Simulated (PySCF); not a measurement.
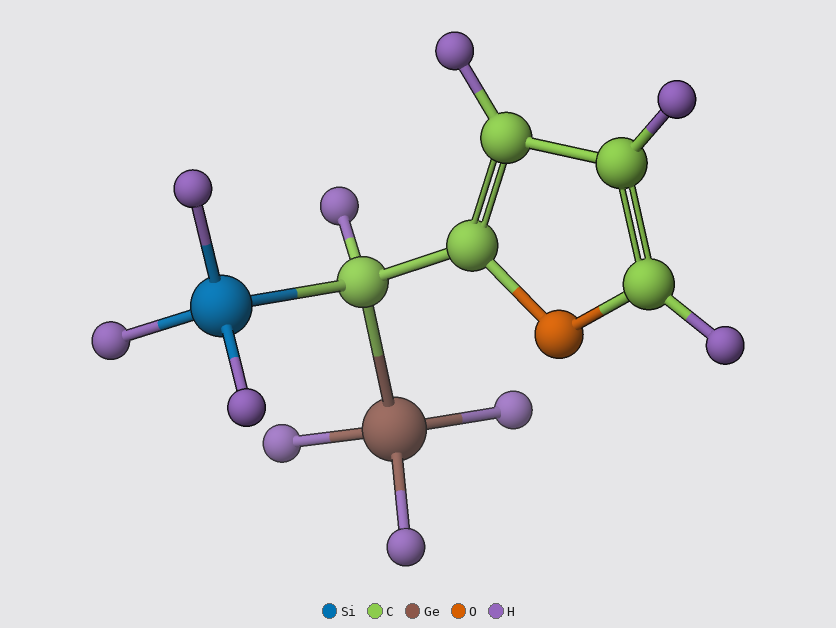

Computed geometry: PBE0-D3(BJ)/def2-SVP optimisation. No frequency run is at hand to confirm it as a minimum.

Give the structural formula.

SMILES: [SiH3][C@H]([GeH3])c1ccco1

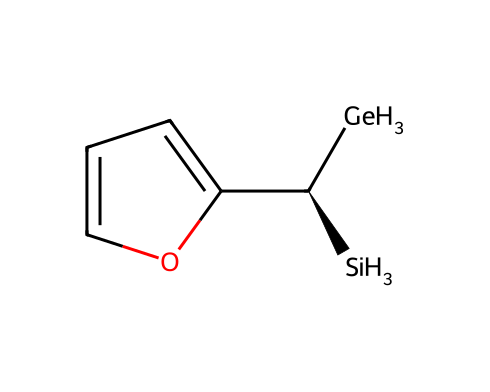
